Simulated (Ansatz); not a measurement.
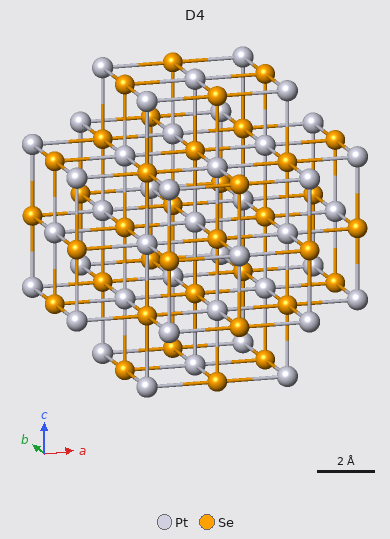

A crystal of PtSe (a generated structure, set up in Fm-3m), relaxed (cell and atoms) with several dispersion corrections. The picture shows the result with D4. The picture is a ball-and-stick view of the conventional cell (4 times the calculation's cell), seen slightly off an axis. Lengths and directions refer to the drawn axes.

Computed with Ansatz 0.2.0: PBE, Ansatz PAW. Set-up: plane-wave cutoff 420 eV; k-point mesh 8 × 8 × 8; occupations fermi-dirac; smearing width 0.05 eV; no spin polarisation; cell and atoms relaxed; force threshold 0.01 eV/Å.

```
dispersion correction  volume (Å³/atom)  a (Å)
           D3(BJ)-ATM                 ?      ?
                   D4            17.864  5.228
                 none            18.470  5.287
               D3(BJ)            17.819  5.224
```

**Fill in the missing row.**

With D3(BJ)-ATM the volume falls between D4 (17.864) and none (18.470). The calculation gives 17.938 Å³/atom (a = 5.235 Å). In order of volume: D3(BJ) < D4 < D3(BJ)-ATM < none; the spread is 3.7 %.

Each member starts from this one structure; whether another phase lies lower wasn't checked.
